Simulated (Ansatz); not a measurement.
```tsv
atom	x (Å)	y (Å)	z (Å)
Ge	-0.0045	0.0032	-0.2334
Cl	-0.0221	0.0145	1.9087
Cl	2.0234	0.0000	-0.9614
Cl	-1.0102	1.7506	-0.9933
Cl	-1.0089	-1.7524	-0.9761
N	-0.0088	0.0059	4.9136
H	-0.4217	-0.6894	5.5767
H	0.4551	0.6676	5.5775
```

These are results of Ansatz, UKS PBE/def2-SVP, not measurements.

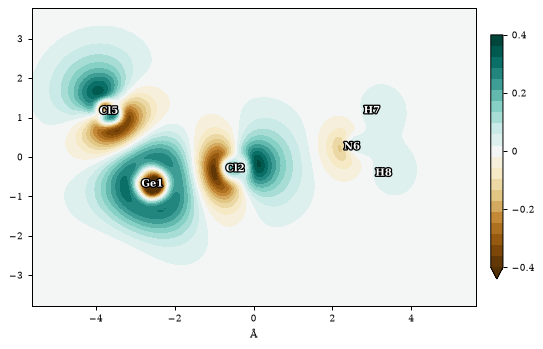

Cl4Ge···NH2 (doublet). The LUMO (α) on the plane of atoms Cl2, Ge1 and Cl5 (values in Å⁻³ᐟ²; the overall sign is arbitrary).

### What is the character of this orbital?

Its weight (Hirshfeld) is mainly on Ge1 (about 30 %), Cl3 (about 15 %), Cl4 (about 15 %), Cl5 (about 15 %) and Cl2 (about 15 %). Its energy is −3.02 eV.
